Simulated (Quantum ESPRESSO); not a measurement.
# Zr (Zirconium): from the cell to the phonon bands, part 2 of 2

How does Zr (Zirconium) vibrate, and is this structure a minimum?

Quantum ESPRESSO 7.5; DFT LDA, scalar-relativistic, plane waves, PseudoDojo norm-conserving pseudopotentials.

So far. Step 2 (A probe with smearing): No gap opens on this mesh, so smearing is kept; the start stands at -6.2 GPa. Step 4 (Ground state): The cell stands at 0 GPa, close enough for phonons. The relaxed cell has a = 3.147, c = 5.082 Å (conventional setting).

## Step 7: Linear response on the mesh

Linear response treats each wavevector in the unit cell, with no supercell; the 3×3×2 mesh fixes the range of the force constants to be had. The change of the potential is kept for the electron-phonon matrix elements.

Contents of ph.in:

```
phonons
&inputph
   prefix = 'x'
   outdir = './tmp'
   fildyn = 'x.dyn'
   tr2_ph = 1.0d-18
   alpha_mix(1) = 0.4
   nmix_ph = 8
   ldisp = .true.
   nq1 = 3
   nq2 = 3
   nq3 = 2
   electron_phonon = 'interpolated'
   fildvscf = 'dvscf'
   el_ph_sigma = 0.005
   el_ph_nsigma = 10
/
```

Launch:

```
OMP_NUM_THREADS=1 mpirun -n 4 ph.x -nk 4 -in ph.in > ph.out
```

Numbers of over 12 decimals in the logs are rounded to 6 here.

The program printed:

```text
[banners, grids, parts of the stress and lines that vanish by symmetry left out]
[banner, memory and clock lines left out]
Program PHONON v.7.5

[...]
Exchange-correlation= PW
                           (   1   4   0   0   0   0   0)
[...]
(   6 q-points):
[...]
kinetic-energy cut-off    =      70.0000  Ry
     charge density cut-off    =     280.0000  Ry
     convergence threshold     =      1.0E-18
[...]
Exchange-correlation= PW
                           (   1   4   0   0   0   0   0)
[...]
q = (   0.0000000   0.0000000   0.0000000 )
     25 Sym.Ops. (with q -> -q+G )
     G cutoff =  250.9125  (  23223 G-vectors)     FFT grid: ( 32, 32, 54)
     number of k points=   135  Marzari-Vanderbilt smearing, width (Ry)=  0.0200
[...]
Mode symmetry, D_6h(6/mmm) point group:
[...]
Representation #   1 mode #   1
[...]
End of self-consistent calculation
     Convergence has been achieved
     Representation #   2 modes #   2   3
[...]
End of self-consistent calculation
     Convergence has been achieved
     Representation #   3 mode #   4
[...]
End of self-consistent calculation
     Convergence has been achieved
     Representation #   4 modes #   5   6
[...]
End of self-consistent calculation
     Convergence has been achieved
[...]
q = (    0.000000000   0.000000000   0.000000000 )
[...]
freq (    1) =       0.026612 [THz] =       0.887680 [cm-1]
     freq (    2) =       0.026612 [THz] =       0.887680 [cm-1]
     freq (    3) =       0.031409 [THz] =       1.047681 [cm-1]
     freq (    4) =       1.900345 [THz] =      63.388680 [cm-1]
     freq (    5) =       1.900345 [THz] =      63.388680 [cm-1]
     freq (    6) =       5.085600 [THz] =     169.637368 [cm-1]
[...]
Mode symmetry, D_6h(6/mmm) point group:
     freq (   1-   2) =          0.9  [cm-1]   --> E_1u            I
     freq (   3-   3) =          1.0  [cm-1]   --> A_2u            I
     freq (   4-   5) =         63.4  [cm-1]   --> E_2g            R
     freq (   6-   6) =        169.6  [cm-1]   --> B_1g
[...]
lambda(    1)=  0.0000   gamma=    0.03 GHz
     lambda(    2)=  0.0000   gamma=    0.03 GHz
     lambda(    3)=  0.0000   gamma=    0.04 GHz
     lambda(    4)=  0.7590   gamma=   36.64 GHz
     lambda(    5)=  0.7637   gamma=   36.87 GHz
     lambda(    6)=  0.2475   gamma=   85.59 GHz
[...]
Representation #   1 modes #   1   2
[...]
Convergence has been achieved
     Representation #   2 modes #   3   4   5   6
[...]
Convergence has been achieved
[...]
q = (    0.000000000   0.000000000  -0.309678820 )
[...]
freq (    1) =       1.236051 [THz] =      41.230207 [cm-1]
     freq (    2) =       1.236051 [THz] =      41.230207 [cm-1]
     freq (    3) =       1.236051 [THz] =      41.230207 [cm-1]
     freq (    4) =       1.236051 [THz] =      41.230207 [cm-1]
     freq (    5) =       4.135172 [THz] =     137.934505 [cm-1]
     freq (    6) =       4.135172 [THz] =     137.934505 [cm-1]
[...]
lambda(    1)=  0.5301   gamma=   10.83 GHz
     lambda(    2)=  0.5211   gamma=   10.64 GHz
     lambda(    3)=  0.5245   gamma=   10.71 GHz
     lambda(    4)=  0.5313   gamma=   10.85 GHz
     lambda(    5)=  0.0829   gamma=   18.95 GHz
     lambda(    6)=  0.0807   gamma=   18.46 GHz
[...]
Mode symmetry, C_2v (mm2)  point group:
[...]
Representation #   1 mode #   1
[...]
Convergence has been achieved
     Representation #   2 mode #   2
[...]
Convergence has been achieved
[...]
Convergence has been achieved
[...]
Convergence has been achieved
[...]
Convergence has been achieved
[...]
Convergence has been achieved
[...]
q = (    0.000000000   0.384900179   0.000000000 )
[...]
freq (    1) =       1.802143 [THz] =      60.113019 [cm-1]
     freq (    2) =       2.067862 [THz] =      68.976458 [cm-1]
[...]
Mode symmetry, C_2v (mm2)  point group:
     freq (   1-   1) =         60.1  [cm-1]   --> B_1  D_3  S_3
     freq (   2-   2) =         69.0  [cm-1]   --> B_2  D_4  S_4
     freq (   3-   3) =        138.7  [cm-1]   --> B_1  D_3  S_3
     freq (   4-   4) =        151.1  [cm-1]   --> A_1  D_1  S_1
     freq (   5-   5) =        169.2  [cm-1]   --> A_1  D_1  S_1
     freq (   6-   6) =        169.9  [cm-1]   --> B_2  D_4  S_4
[...]
lambda(    1)=  0.2558   gamma=   11.10 GHz
     lambda(    2)=  0.2575   gamma=   14.72 GHz
[...]
Convergence has been achieved
[...]
Convergence has been achieved
[...]
Convergence has been achieved
[...]
q = (    0.000000000   0.384900179  -0.309678820 )
[...]
Mode symmetry, D_3h (-62m) point group:
[...]
Representation #   1 mode #   1
[...]
Convergence has been achieved
     Representation #   2 mode #   2
[...]
Convergence has been achieved
     Representation #   3 modes #   3   4
[...]
Convergence has been achieved
     Representation #   4 modes #   5   6
[...]
Convergence has been achieved
[...]
q = (    0.333333333   0.577350269   0.000000000 )
[...]
freq (    5) =       4.466262 [THz] =     148.978450 [cm-1]
     freq (    6) =       6.318951 [THz] =     210.777534 [cm-1]
[...]
Mode symmetry, D_3h (-62m) point group:
     freq (   1-   2) =        126.5  [cm-1]   --> E''
     freq (   3-   3) =        148.3  [cm-1]   --> A'_2
     freq (   4-   5) =        149.0  [cm-1]   --> E'
     freq (   6-   6) =        210.8  [cm-1]   --> A'_1
[...]
lambda(    5)=  0.1683   gamma=   44.89 GHz
     lambda(    6)=  0.0339   gamma=   18.10 GHz
[...]
Representation #   1 modes #   1   2
[...]
Convergence has been achieved
     Representation #   2 modes #   3   4
[...]
End of self-consistent calculation
     Convergence has been achieved
     Representation #   3 modes #   5   6
[...]
End of self-consistent calculation
     Convergence has been achieved
[...]
q = (    0.333333333   0.577350269  -0.309678820 )
[...]
freq (    1) =       2.155240 [THz] =      71.891056 [cm-1]
     freq (    2) =       2.155240 [THz] =      71.891056 [cm-1]
     freq (    3) =       5.293503 [THz] =     176.572268 [cm-1]
     freq (    4) =       5.293503 [THz] =     176.572268 [cm-1]
     freq (    5) =       5.522649 [THz] =     184.215742 [cm-1]
     freq (    6) =       5.522649 [THz] =     184.215742 [cm-1]
[...]
lambda(    1)=  0.5623   gamma=   34.92 GHz
     lambda(    2)=  0.5696   gamma=   35.37 GHz
     lambda(    3)=  0.0570   gamma=   21.34 GHz
     lambda(    4)=  0.0573   gamma=   21.46 GHz
     lambda(    5)=  0.0902   gamma=   36.76 GHz
     lambda(    6)=  0.0897   gamma=   36.59 GHz
[...]
1   0.333333333   0.577350269  -0.309678820
          2  -0.333333333  -0.577350269   0.309678820


[key lines of the parts left out:]
the Fermi energy is    14.9248 ev
```

Wall time 1.8 h (4 MPI ranks of Arm Neoverse V1, shared host); 7.3 h of CPU time.

Numbers from this step:

```
largest acoustic frequency at the zone centre before the sum rule  : 1.05 cm⁻¹
highest optical zone-centre mode (no LO-TO term)                   : 169.6 cm⁻¹
lowest optical zone-centre mode                                    : 63.39 cm⁻¹
lowest mode on the q mesh (acoustic ones at the zone centre apart) : 41.23 cm⁻¹
```

Frequencies (cm⁻¹) at each irreducible wavevector; negative means imaginary. Frequencies by wavevector:

```tsv
q (fractions)	star	mode 1	mode 2	mode 3	mode 4	mode 5	mode 6
0 0 0	1	0.89	0.89	1.05	63.39	63.39	169.6
0 0 -0.5	1	41.23	41.23	41.23	41.23	137.9	137.9
0 0.3333 0	6	60.11	68.98	138.7	151.1	169.2	169.9
0 0.3333 -0.5	6	104.7	104.7	112.2	112.2	177.4	177.4
0.3333 0.3333 0	2	126.5	126.5	148.3	149	149	210.8
0.3333 0.3333 -0.5	2	71.89	71.89	176.6	176.6	184.2	184.2
```

Couplings of single modes at a Gaussian broadening of 0.02 Ry, as ph.x prints them; it sets λ to zero for modes under 20 cm⁻¹. Mode couplings:

```tsv
q (fractions)	mode	frequency (cm⁻¹)	λ	linewidth γ (GHz)
0 0 -0.5	1	41.23	0.5301	10.83
0 0 -0.5	2	41.23	0.5211	10.64
0 0 -0.5	3	41.23	0.5245	10.71
0 0 -0.5	4	41.23	0.5313	10.85
0 0 -0.5	5	137.9	0.0829	18.95
0 0 -0.5	6	137.9	0.0807	18.46
0 0.3333 0	1	60.11	0.2558	11.1
0 0.3333 0	2	68.98	0.2575	14.72
0 0.3333 0	3	138.7	0.0378	8.75
0 0.3333 0	4	151.1	0.1156	31.71
0 0.3333 0	5	169.2	0.0644	22.16
0 0.3333 0	6	169.9	0.0695	24.09
0 0.3333 -0.5	1	104.7	0.0669	8.81
0 0.3333 -0.5	2	104.7	0.0659	8.68
0 0.3333 -0.5	3	112.2	0.1103	16.67
0 0.3333 -0.5	4	112.2	0.1135	17.16
0 0.3333 -0.5	5	177.4	0.0907	34.28
0 0.3333 -0.5	6	177.4	0.0883	33.39
0.3333 0.3333 0	1	126.5	0.1898	36.5
0.3333 0.3333 0	2	126.5	0.19	36.55
0.3333 0.3333 0	3	148.3	0.0882	23.3
0.3333 0.3333 0	4	149	0.1709	45.57
0.3333 0.3333 0	5	149	0.1683	44.89
0.3333 0.3333 0	6	210.8	0.0339	18.1
0.3333 0.3333 -0.5	1	71.89	0.5623	34.92
0.3333 0.3333 -0.5	2	71.89	0.5696	35.37
0.3333 0.3333 -0.5	3	176.6	0.057	21.34
0.3333 0.3333 -0.5	4	176.6	0.0573	21.46
0.3333 0.3333 -0.5	5	184.2	0.0902	36.76
0.3333 0.3333 -0.5	6	184.2	0.0897	36.59
```

Optical modes; normalised displacements of the dynamical-matrix file. Modes at Γ:

```tsv
mode	frequency (cm⁻¹)	symmetry
1	63.4	E2g
2	63.4	E2g
3	169.6	B1g
```

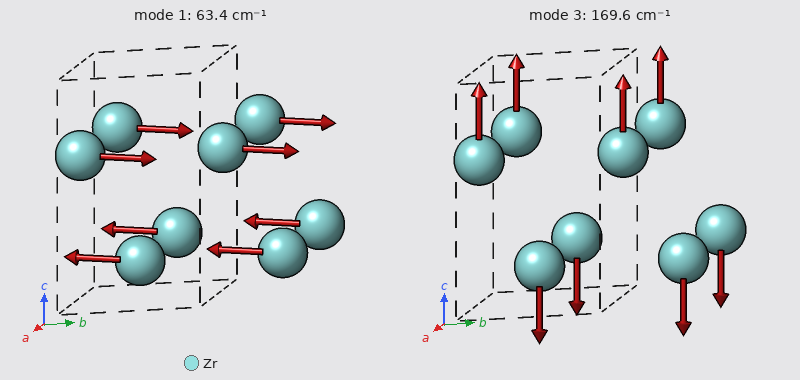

Displacement patterns of modes 1 and 3 at Γ; arrows are exaggerated. 2×2×1 cells are drawn.

The acoustic modes at Γ come out as far as 1.1 cm⁻¹ from zero, where they should vanish, a small numerical error.

## Step 8: Fourier transform to real space

The dynamical matrices of the mesh are Fourier-transformed to force constants in real space.

Contents of q2r.in:

```
&input
   fildyn = 'x.dyn'
   zasr = 'crystal'
   flfrc = 'x.fc'
   la2F = .true.
/
```

Launch:

```
q2r.x < q2r.in > q2r.out
```

The program printed:

```text
[banners, grids, parts of the stress and lines that vanish by symmetry left out]
[banner, memory and clock lines left out]
Program Q2R v.7.5

  reading grid info from file x.dyn0

  reading force constants from file x.dyn1
  Dielectric Tensor not found
  nqs=            1
 q=   0.00000000  0.00000000  0.00000000
  reading force constants from file x.dyn2
  nqs=            1
 q=   0.00000000  0.00000000 -0.30967882
  reading force constants from file x.dyn3
  nqs=            6
[...]
reading force constants from file x.dyn4
  nqs=            6
[...]
reading force constants from file x.dyn5
  nqs=            2
[...]
reading force constants from file x.dyn6
  nqs=            2
 q=   0.33333333  0.57735027 -0.30967882
 q=  -0.33333333 -0.57735027  0.30967882

      q-space grid ok, #points =   18

      fft-check success (sum of imaginary terms < 10^-12)

   Preparing gamma for a2F

 Broadening =      0.005
      q-space grid ok, #points =   18

      fft-check success (sum of imaginary terms < 10^-12)

 Broadening =      0.010
[...]
Broadening =      0.045
      q-space grid ok, #points =   18

      fft-check success (sum of imaginary terms < 10^-12)

 Broadening =      0.050
      q-space grid ok, #points =   18

      fft-check success (sum of imaginary terms < 10^-12)
```

The job ended after 0.47 s (1 thread).

## Step 9: Interpolated phonon bands

From the force constants any wavevector is cheap; points of the mesh come back as solved, but for the sum rule and, in polar crystals, the LO-TO term at Γ; the rest is interpolation.

Contents of matdyn.in:

```
&input
   asr = 'crystal'
   flfrc = 'x.fc'
   flfrq = 'x.freq'
   flvec = 'x.modes'
   q_in_band_form = .true.
   q_in_cryst_coord = .true.
/
12
  0.0000000   0.0000000   0.0000000  12  ! GAMMA
  0.5000000  -0.0000000   0.0000000  12  ! M
  0.3333333   0.3333333   0.0000000  12  ! K
  0.0000000   0.0000000   0.0000000  12  ! GAMMA
  0.0000000   0.0000000   0.5000000  12  ! A
  0.5000000  -0.0000000   0.5000000  12  ! L
  0.3333333   0.3333333   0.5000000  12  ! H
  0.0000000   0.0000000   0.5000000   1  ! A
  0.5000000  -0.0000000   0.5000000  12  ! L
  0.5000000  -0.0000000   0.0000000   1  ! M
  0.3333333   0.3333333   0.5000000  12  ! H
  0.3333333   0.3333333   0.0000000   1  ! K
```

Launch:

```
matdyn.x -in matdyn.in > matdyn.out
```

The program printed:

```text
[banner, memory and clock lines left out]
Program MATDYN v.7.5

 mass for atomic type   1 not given; uses mass from file x.fc
 Norm of the difference between old and new effective charges:    0.000000

 Norm of the difference between old and new force-constants:   2.54562e-06

     Message from routine matdyn:
     Z* not found in file x.fc, TO-LO splitting at q=0 will be absent!
     Message from routine matdyn:
     Z* not found in file x.fc, TO-LO splitting at q=0 will be absent!

Note: The following floating-point exceptions are signalling: IEEE_UNDERFLOW_FLAG
```

It took 0.46 s on 1 thread.

Read from the output:

- lowest frequency on the path: 0 cm⁻¹
- mean frequency: 127.2 cm⁻¹
- Debye temperature (second moment): 250 K
- logarithmic mean frequency: 118.1 cm⁻¹

Matdyn.x, sum rule crystal. Phonon branches along the path, in cm⁻¹:

```tsv
point	branch 1	branch 2	branch 3	branch 4	branch 5	branch 6
Γ	0	0	0	63	63	170
M	66	89	159	162	180	188
K	126	126	148	149	149	211
Γ	0	0	0	63	63	170
A	41	41	41	41	138	138
L	119	119	120	120	193	193
H	72	72	177	177	184	184
A	41	41	41	41	138	138
jump to L	119	119	120	120	193	193
M	66	89	159	162	180	188
jump to H	72	72	177	177	184	184
K	126	126	148	149	149	211
```

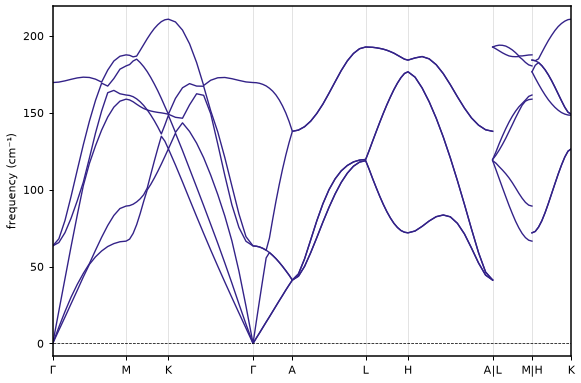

Phonon branches along the path.

Lowest modes at the softest wavevector of the mesh; phase exp(i q.(R + tau)). Modes at q = (0.000, 0.000, 0.500):

```tsv
mode	frequency (cm⁻¹)
1	41.2
2	41.2
3	41.2
4	41.2
5	137.9
6	137.9
```

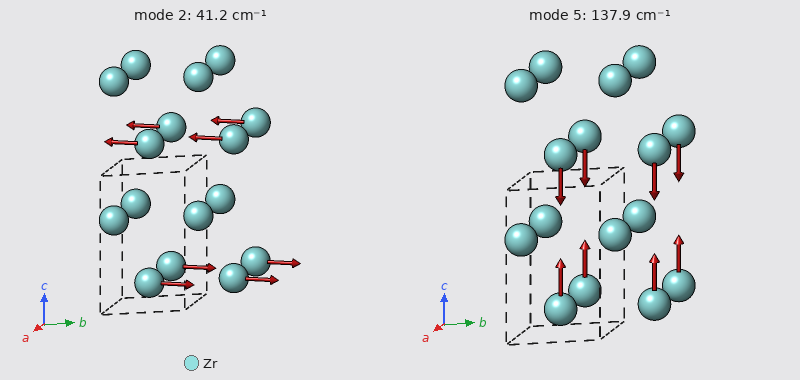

Displacement patterns of modes 2 and 5 at q = (0.000, 0.000, 0.500); arrows are exaggerated. 2×2×2 cells are drawn.

Force constants by pair (phonopy on the run's constants); pairs near half the supercell's span include their periodic images. Pair force constants, by row:

```tsv
atom	neighbour	distance (Å)	third of the trace (eV/Å²)	along the pair's line (eV/Å²)
Zr1	itself	0	6.075	–
Zr1	Zr	3.124	-0.5538	-1.863
Zr1	Zr	3.147	-0.6266	-1.571
Zr1	Zr	4.435	0.2045	0.2095
Zr1	Zr	5.082	-0.0493	-1.033
Zr1	Zr	5.438	0.0062	0.0876
Zr1	Zr	5.452	-0.0165	0.0423
Zr1	Zr	5.978	-0.032	-0.017
Zr1	Zr	7.453	0.0082	0.0035
Zr2	itself	0	6.075	–
Zr2	Zr	3.124	-0.5538	-1.863
Zr2	Zr	3.147	-0.6266	-1.571
Zr2	Zr	4.435	0.2045	0.2095
Zr2	Zr	5.082	-0.0493	-1.033
Zr2	Zr	5.438	0.0062	0.0876
Zr2	Zr	5.452	-0.0165	0.0423
Zr2	Zr	5.978	-0.032	-0.017
Zr2	Zr	7.453	0.0082	0.0035
```

Harmonic mean-square displacement, third of the trace. Mean-square displacements:

```tsv
T (K)	Zr1 U_eq (Å²)	Zr2 U_eq (Å²)
0	0.00173	0.00173
100	0.00344	0.00344
300	0.00922	0.00922
600	0.01821	0.01821
```

Mode patterns, pair constants, displacements and means over the zone were worked out by phonopy from the force constants of q2r.x.

All branches are real along the path.

## Step 10: Sums over the zone

Sums over the zone need many more wavevectors than were solved, so the interpolation is sampled on a dense mesh.

Contents of matdyn.in:

```
&input
   asr = 'crystal'
   flfrc = 'x.fc'
   dos = .true.
   fldos = 'x.dos'
   nk1 = 17
   nk2 = 17
   nk3 = 9
   deltaE = 0.3
   la2F = .true.
/
```

Launch:

```
matdyn.x -in matdyn.in > matdyn.out
```

The program printed:

```text
[banner, memory and clock lines left out]
Program MATDYN v.7.5

 mass for atomic type   1 not given; uses mass from file x.fc
 Norm of the difference between old and new effective charges:    0.000000

 Norm of the difference between old and new force-constants:   2.54562e-06

     Message from routine matdyn:
     Z* not found in file x.fc, TO-LO splitting at q=0 will be absent!
 Norm of the difference between old and new effective charges:    0.000000

 Norm of the difference between old and new force-constants:   1.70333e-05

 Norm of the difference between old and new effective charges:    0.000000

 Norm of the difference between old and new force-constants:   4.36376e-05

 Norm of the difference between old and new effective charges:    0.000000

 Norm of the difference between old and new force-constants:   9.68515e-05

 Norm of the difference between old and new effective charges:    0.000000

 Norm of the difference between old and new force-constants:   0.000230444

 Norm of the difference between old and new effective charges:    0.000000

 Norm of the difference between old and new force-constants:   0.000477125

 Norm of the difference between old and new effective charges:    0.000000

 Norm of the difference between old and new force-constants:   0.000801501

 Norm of the difference between old and new effective charges:    0.000000

 Norm of the difference between old and new force-constants:   0.00117168

 Norm of the difference between old and new effective charges:    0.000000

 Norm of the difference between old and new force-constants:   0.00157227

 Norm of the difference between old and new effective charges:    0.000000

 Norm of the difference between old and new force-constants:   0.00199407

 Norm of the difference between old and new effective charges:    0.000000

 Norm of the difference between old and new force-constants:   0.00243133

Note: The following floating-point exceptions are signalling: IEEE_UNDERFLOW_FLAG
```

The job ended after 28 s (1 thread).

Read from the output:

* share of modes beyond 3i cm⁻¹ on the dense interpolated mesh: 0
* zero-point energy per atom: 23.64 meV
* heat capacity at 300 K: 24.10 J/(mol atoms K)
* vibrational entropy at 300 K: 39.52 J/(mol atoms K)

The phonon density of states has structure finer than the step of the table below, so its rows give means over 10 cm⁻¹, whole bins alone (the curve runs from 0 to 210 cm⁻¹). Peaks (cm⁻¹: height): 80.4: 0.0668, 160.8: 0.0512, 172.8: 0.0791.

Tetrahedra. The phonon density of states by wavenumber; means over each step:

```tsv
wavenumber (cm⁻¹)	phonon density of states (1/cm⁻¹/cell)
10	3.8e-4
20	0.00163
30	0.00392
40	0.00740
50	0.0119
60	0.0191
70	0.0314
80	0.0563
90	0.0473
100	0.0390
110	0.0335
120	0.0264
130	0.0375
140	0.0412
150	0.0383
160	0.0443
170	0.0509
180	0.0564
190	0.0454
200	0.00615
```

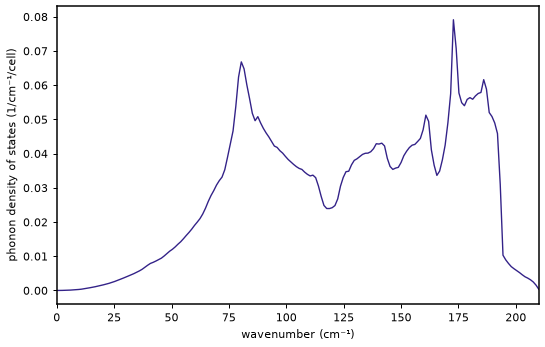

Phonon density of states, plotted against wavenumber.

Harmonic thermodynamic functions per atom, summed over the density of states scaled to three modes an atom; melting is ignored. Thermodynamic functions:

```tsv
T (K)	F_vib (meV/atom)	S (J/mol-atom/K)	C_V (J/mol-atom/K)
0	23.64	0	0
50	22.87	5.009	10.01
100	17.6	15.16	18.77
200	-6.38	29.93	23.12
300	-42.68	39.52	24.1
400	-87.43	46.52	24.46
500	-138.6	52	24.64
600	-194.9	56.5	24.73
700	-255.5	60.31	24.79
800	-319.7	63.62	24.82
900	-387.2	66.55	24.85
1000	-457.6	69.17	24.87
```

At 300 K the heat capacity has reached 97 % of the Dulong-Petit value.

## Step 11: Outcome

```json
{
 "space group after relaxation": "P6_3/mmc",
 "volume per atom": "21.8 Å³",
 "highest optical zone-centre mode (no LO-TO term)": "169.6 cm⁻¹",
 "lowest optical zone-centre mode": "63.4 cm⁻¹",
 "q mesh": "3×3×2",
 "lowest mode on the q mesh (acoustic ones at the zone centre apart)": "41.2 cm⁻¹",
 "zero-point energy per atom": "23.6 meV",
 "heat capacity at 300 K": "24.1 J/(mol atoms K)",
 "vibrational entropy at 300 K": "39.5 J/(mol atoms K)",
 "imaginary modes on the q mesh": "none"
}
```

Zr (Zirconium) is dynamically stable on the 3×3×2 mesh; its spectrum reaches 211 cm⁻¹. At the LDA level the optical modes of Zr (Zirconium) at the zone centre run from 63 to 170 cm⁻¹. Along axes with an odd number of divisions the mesh misses the zone-boundary points at one half, where instabilities often lie; those are only interpolated. These are harmonic frequencies at zero temperature: anharmonic shifts and linewidths and thermal expansion are left out. In a metal the frequencies hang on the k mesh and the smearing, most of all near Kohn anomalies. The λ that matdyn.x prints is not taken as a result: on such q meshes it can be far off, most of all in cells of several atoms.

[Host names and launcher messages were left out of these logs when they were recorded.]

[Logs are printed without paths, hosts, clocks, repeated set-up lines and the standing remarks that a program may print on its own settings, such as how far it seeks lower states.]

[Hosts, paths, dates, database ids (printed as entryN), source tags and the programs' standing remarks are cut or masked in the printed files.]
